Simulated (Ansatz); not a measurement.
# Geometry relaxation of ZrH₅BrO₄ (part 2 of 2)

ZrH₅BrO₄; RKS PBE/def2-SVP (Ansatz 0.2.0). It belongs to a series of runs on one base structure; here: end point A relaxed.

Geometry of the input (Å):
```
Zr -0.1910  -0.3093  0.1605
O  -0.0621  -0.1157  2.1906
H  -0.7721  -0.0246  2.8486
O  1.5843  -0.5590  -0.5639
H  2.4116  -0.4531  -1.0505
O  -1.1780  1.1516  -0.6300
H  -1.5656  1.8988  -1.1028
O  -1.2244  -1.9137  -0.1585
H  -1.5827  -2.6612  -0.6554
Br 1.8058  2.8092  1.3955
H  1.0965  1.7514  2.2091
```

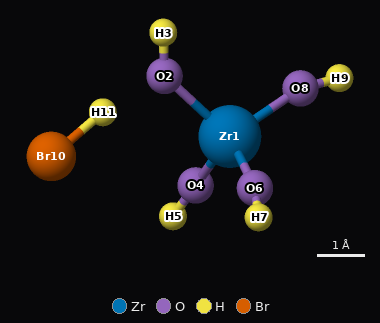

The geometry at step 10 of the log (ball-and-stick view, seen at a tilt; atoms are numbered from 1 in the order of the input).

**Trajectory as extended XYZ, continued**
```
11
Properties=species:S:1:pos:R:3:forces:R:3 step=3 energy=-79570.07375
Zr   -0.1765   -0.2787    0.1368   -0.0413  -0.0814  -0.2746
O     0.0110    0.0937    2.1047   -0.0543   0.0311   0.1452
H    -0.6531    0.0090    2.8124    0.0938   0.0431   0.0300
O     1.5891   -0.5342   -0.6026   -0.0675  -0.0069  -0.0281
H     2.4243   -0.4213   -1.0752    0.0116   0.0187   0.0166
O    -1.1660    1.1626   -0.6809    0.0348  -0.0857  -0.0248
H    -1.5509    1.9101   -1.1553    0.0083   0.0318   0.0121
O    -1.2277   -1.8948   -0.0854    0.0378   0.0467   0.0312
H    -1.5952   -2.6734   -0.5271    0.0161   0.0340   0.0388
Br    1.7170    2.6890    1.6135    0.0534   0.0694   0.0414
H     0.9504    1.5125    2.1023   -0.0927  -0.1008   0.0121
11
Properties=species:S:1:pos:R:3:forces:R:3 step=4 energy=-79570.09872
Zr   -0.1860   -0.2856    0.0893   -0.0191  -0.0464  -0.0031
O     0.0299    0.1309    2.0585   -0.2103   0.0020   0.1861
H    -0.5923    0.0406    2.8088    0.2171   0.0442  -0.1847
O     1.5706   -0.5393   -0.6650   -0.0189  -0.0034  -0.0482
H     2.4184   -0.4055   -1.1110   -0.0225   0.0057   0.0281
O    -1.1664    1.1480   -0.7455   -0.0074  -0.0197  -0.0612
H    -1.5391    1.9100   -1.2091    0.0269  -0.0169   0.0347
O    -1.2393   -1.9069   -0.0505    0.0777   0.1303   0.0215
H    -1.6127   -2.7030   -0.4493   -0.0324  -0.0651  -0.0138
Br    1.7370    2.7068    1.8059   -0.0916  -0.1149   0.0513
H     0.9021    1.4785    2.1112    0.0805   0.0841  -0.0107
11
Properties=species:S:1:pos:R:3:forces:R:3 step=5 energy=-79570.09977
Zr   -0.1955   -0.2846    0.0686   -0.0020  -0.0064   0.0401
O     0.0384    0.1676    2.0339    0.4056   0.0435  -0.7138
H    -0.5265    0.0582    2.7991   -0.4503  -0.0919   0.6770
O     1.5479   -0.5446   -0.7092   -0.0863  -0.0182   0.0282
H     2.4002   -0.4019   -1.1389    0.0767   0.0145  -0.0328
O    -1.1661    1.1325   -0.8014    0.0437  -0.1288   0.0434
H    -1.5259    1.8978   -1.2636   -0.0400   0.1118  -0.0498
O    -1.2475   -1.9066   -0.0302   -0.0718  -0.1835  -0.1084
H    -1.6250   -2.7198   -0.4059    0.0981   0.2182   0.1108
Br    1.7221    2.7203    1.9421   -0.0276  -0.0519   0.0242
H     0.9000    1.4556    2.1486    0.0540   0.0927  -0.0189
11
Properties=species:S:1:pos:R:3:forces:R:3 step=6 energy=-79570.10885
Zr   -0.1991   -0.2841    0.0629   -0.0092  -0.0018   0.0657
O     0.0358    0.1760    2.0254   -0.0569  -0.0457  -0.0692
H    -0.5165    0.0446    2.8155    0.0279   0.0011   0.0070
O     1.5406   -0.5486   -0.7207    0.0120  -0.0008  -0.0071
H     2.3961   -0.4059   -1.1478    0.0018  -0.0006   0.0027
O    -1.1679    1.1261   -0.8197   -0.0084  -0.0060  -0.0157
H    -1.5257    1.8949   -1.2823    0.0058   0.0094   0.0098
O    -1.2491   -1.9061   -0.0286    0.0118   0.0015  -0.0107
H    -1.6246   -2.7180   -0.3961   -0.0027   0.0045   0.0110
Br    1.7256    2.7316    1.9795   -0.0118  -0.0364   0.0148
H     0.9070    1.4640    2.1550    0.0298   0.0748  -0.0083
11
Properties=species:S:1:pos:R:3:forces:R:3 step=7 energy=-79570.10268 accepted=F
Zr   -0.2264   -0.3045    0.0287   -0.0037  -0.1159   0.0794
O    -0.0034    0.1983    1.9745    0.1682   0.0539  -0.4615
H    -0.4702   -0.0206    2.7887   -0.1836  -0.0800   0.3932
O     1.5308   -0.5464   -0.7263   -0.2233  -0.0440   0.1072
H     2.4154   -0.3745   -1.0616    0.2510   0.0439  -0.1147
O    -1.1867    1.1031   -0.8684    0.1716  -0.5063   0.2279
H    -1.4882    1.9441   -1.2031   -0.2121   0.5831  -0.2617
O    -1.2578   -1.9401   -0.0694    0.1613   0.3074   0.1393
H    -1.6673   -2.7662   -0.3406   -0.1100  -0.2254  -0.1034
Br    1.7599    2.7598    1.9850   -0.0363  -0.0584   0.0177
H     0.9161    1.5214    2.1357    0.0168   0.0417  -0.0234
11
Properties=species:S:1:pos:R:3:forces:R:3 step=8 energy=-79570.11266
Zr   -0.2125   -0.2936    0.0454    0.0024  -0.0154   0.0397
O     0.0123    0.1916    1.9963   -0.0630  -0.0412  -0.0163
H    -0.4841    0.0071    2.8127    0.0403   0.0102  -0.0234
O     1.5350   -0.5508   -0.7263   -0.0430  -0.0065   0.0300
H     2.4049   -0.3965   -1.1158    0.0561   0.0072  -0.0301
O    -1.1764    1.1132   -0.8500    0.0234  -0.0672   0.0418
H    -1.5078    1.9247   -1.2514   -0.0336   0.0902  -0.0519
O    -1.2519   -1.9217   -0.0418    0.0412   0.0734   0.0436
H    -1.6425   -2.7414   -0.3680   -0.0367  -0.0712  -0.0351
Br    1.7428    2.7435    1.9970    0.0009   0.0008   0.0092
H     0.9025    1.4984    2.1449    0.0120   0.0198  -0.0075
11
Properties=species:S:1:pos:R:3:forces:R:3 step=9 energy=-79570.11134 accepted=F
Zr   -0.2336   -0.3181    0.0539    0.0428   0.1411   0.0462
O    -0.0176    0.2208    1.9829    0.0185  -0.0249  -0.0865
H    -0.4254   -0.0244    2.8289   -0.0128  -0.0063   0.0633
O     1.5269   -0.5513   -0.7023   -0.0644  -0.0278  -0.0077
H     2.3888   -0.4050   -1.1144    0.0051   0.0021   0.0067
O    -1.1828    1.0953   -0.8541    0.0140  -0.0869   0.0013
H    -1.5055    1.9038   -1.2729    0.0027   0.0073  -0.0020
O    -1.2579   -1.9630   -0.0179    0.0500   0.0775  -0.0279
H    -1.6666   -2.7259   -0.4471   -0.0378  -0.0659   0.0059
Br    1.7746    2.7831    2.0401    0.0139   0.0193   0.0080
H     0.9212    1.5592    2.1460   -0.0321  -0.0355  -0.0073
11
Properties=species:S:1:pos:R:3:forces:R:3 step=10 energy=-79570.11451
Zr   -0.2196   -0.2940    0.0443   -0.0269  -0.0407   0.0085
O    -0.0074    0.1992    1.9866   -0.0459  -0.0140   0.0947
H    -0.4518   -0.0158    2.8262    0.0606   0.0239  -0.0848
O     1.5307   -0.5517   -0.7231    0.0223   0.0137  -0.0115
H     2.4023   -0.4015   -1.1142   -0.0148  -0.0069   0.0074
O    -1.1840    1.1103   -0.8576   -0.0106   0.0416  -0.0261
H    -1.5023    1.9258   -1.2681    0.0120  -0.0331   0.0126
O    -1.2484   -1.9306   -0.0315    0.0025   0.0012  -0.0155
H    -1.6506   -2.7385   -0.3786    0.0029   0.0104   0.0058
Br    1.7507    2.7548    2.0203   -0.0101  -0.0162   0.0034
H     0.9027    1.5163    2.1387    0.0080   0.0201   0.0055
11
Properties=species:S:1:pos:R:3:forces:R:3 step=11 energy=-79570.11508
Zr   -0.2246   -0.2970    0.0417   -0.0084  -0.0062   0.0382
O    -0.0089    0.2060    1.9827   -0.0367  -0.0140   0.0581
H    -0.4295   -0.0156    2.8322    0.0416   0.0106  -0.0781
O     1.5260   -0.5523   -0.7264    0.0035   0.0089  -0.0036
H     2.3979   -0.4042   -1.1170   -0.0084  -0.0057   0.0046
O    -1.1855    1.1064   -0.8660   -0.0027   0.0202  -0.0128
H    -1.5005    1.9206   -1.2809    0.0074  -0.0220   0.0075
O    -1.2516   -1.9346   -0.0338    0.0063   0.0051  -0.0106
H    -1.6562   -2.7408   -0.3815   -0.0009   0.0032   0.0035
Br    1.7529    2.7617    2.0432   -0.0133  -0.0187   0.0085
H     0.9021    1.5242    2.1488    0.0118   0.0187  -0.0154
11
Properties=species:S:1:pos:R:3:forces:R:3 step=12 energy=-79570.11356 accepted=F
Zr   -0.2394   -0.3036    0.0400   -0.0505  -0.0866  -0.0151
O    -0.0332    0.2183    1.9688    0.0943   0.0736  -0.1277
H    -0.3834   -0.0471    2.8315   -0.0517  -0.0396   0.1522
O     1.5189   -0.5502   -0.7143   -0.0578  -0.0019   0.0157
H     2.3962   -0.4044   -1.0902    0.0520   0.0035  -0.0223
O    -1.1941    1.0967   -0.8818    0.0770  -0.1922   0.0949
H    -1.4945    1.9199   -1.2787   -0.0718   0.1843  -0.0987
O    -1.2513   -1.9563   -0.0307    0.0335   0.0640  -0.0271
H    -1.6807   -2.7398   -0.4017    0.0126   0.0222   0.0195
Br    1.7652    2.7891    2.0665   -0.0391  -0.0728  -0.0014
H     0.9185    1.5517    2.1336    0.0015   0.0454   0.0101
11
Properties=species:S:1:pos:R:3:forces:R:3 step=13 energy=-79570.11556
Zr   -0.2304   -0.2983    0.0442   -0.0009  -0.0087  -0.0299
O    -0.0159    0.2140    1.9793   -0.0002   0.0009  -0.0041
H    -0.4055   -0.0282    2.8353   -0.0014  -0.0074   0.0202
O     1.5208   -0.5511   -0.7235    0.0044   0.0056   0.0017
H     2.3947   -0.4053   -1.1104   -0.0081  -0.0051   0.0039
O    -1.1870    1.1020   -0.8736   -0.0077   0.0278  -0.0054
H    -1.4962    1.9197   -1.2862    0.0089  -0.0276   0.0082
O    -1.2515   -1.9393   -0.0346    0.0069   0.0111   0.0035
H    -1.6631   -2.7400   -0.3864   -0.0056  -0.0069  -0.0010
Br    1.7548    2.7659    2.0557    0.0218   0.0326  -0.0002
H     0.9015    1.5349    2.1433   -0.0181  -0.0223   0.0031
11
Properties=species:S:1:pos:R:3:forces:R:3 step=14 energy=-79570.11600
Zr   -0.2328   -0.2955    0.0382    0.0045   0.0033   0.0032
O    -0.0168    0.2204    1.9725   -0.0023  -0.0009   0.0007
H    -0.3723   -0.0454    2.8367    0.0020  -0.0039   0.0020
O     1.5183   -0.5516   -0.7282   -0.0082   0.0052  -0.0014
H     2.3953   -0.4184   -1.1118    0.0027  -0.0037   0.0001
O    -1.1890    1.1066   -0.8769    0.0059  -0.0032  -0.0019
H    -1.4949    1.9156   -1.3072   -0.0029   0.0016  -0.0026
O    -1.2514   -1.9376   -0.0325    0.0017   0.0023  -0.0033
H    -1.6726   -2.7364   -0.3769   -0.0063  -0.0083  -0.0015
Br    1.7469    2.7758    2.0848   -0.0009   0.0012  -0.0023
H     0.8915    1.5409    2.1444    0.0038   0.0064   0.0071
11
Properties=species:S:1:pos:R:3:forces:R:3 step=15 energy=-79570.11600
Zr   -0.2369   -0.2935    0.0357   -0.0077  -0.0084  -0.0072
O    -0.0213    0.2286    1.9676   -0.0384  -0.0362   0.1409
H    -0.3313   -0.0683    2.8424    0.0449   0.0399  -0.1339
O     1.5125   -0.5527   -0.7327    0.0078   0.0057  -0.0041
H     2.3934   -0.4325   -1.1119   -0.0063  -0.0049   0.0033
O    -1.1898    1.1062   -0.8866    0.0056   0.0009   0.0022
H    -1.4919    1.9107   -1.3280   -0.0025   0.0005  -0.0012
O    -1.2517   -1.9383   -0.0324   -0.0074  -0.0153  -0.0086
H    -1.6858   -2.7316   -0.3750    0.0087   0.0178   0.0081
Br    1.7391    2.7920    2.1132   -0.0177  -0.0259  -0.0026
H     0.8859    1.5539    2.1510    0.0131   0.0260   0.0030
11
Properties=species:S:1:pos:R:3:forces:R:3 step=16 energy=-79570.11625
Zr   -0.2352   -0.2932    0.0368   -0.0001  -0.0020   0.0040
O    -0.0183    0.2250    1.9705   -0.0029   0.0000   0.0124
H    -0.3403   -0.0667    2.8397    0.0031  -0.0009  -0.0099
O     1.5143   -0.5527   -0.7313   -0.0015   0.0045  -0.0028
H     2.3943   -0.4303   -1.1116    0.0003  -0.0038   0.0007
O    -1.1886    1.1081   -0.8824    0.0046   0.0013  -0.0010
H    -1.4915    1.9123   -1.3236   -0.0020   0.0001  -0.0001
O    -1.2523   -1.9363   -0.0325   -0.0010  -0.0048  -0.0036
H    -1.6827   -2.7314   -0.3747    0.0004   0.0036   0.0021
Br    1.7376    2.7886    2.1003   -0.0130  -0.0166   0.0002
H     0.8849    1.5509    2.1521    0.0121   0.0186  -0.0019
```

**Key numbers**

| quantity | value |
| --- | --- |
| outcome | converged |
| total energy | −79570.1163 eV |
| mean-field energy | −79570.1163 eV |
| largest force (length of the vector) at the end | 0.022 eV/Å |
| hardware | 4 threads of Arm Neoverse V1, 24 GiB of memory available, shared host |
| wall time | 41 s (CPU time 2.6 min) |
| peak memory | 0.22 GiB |
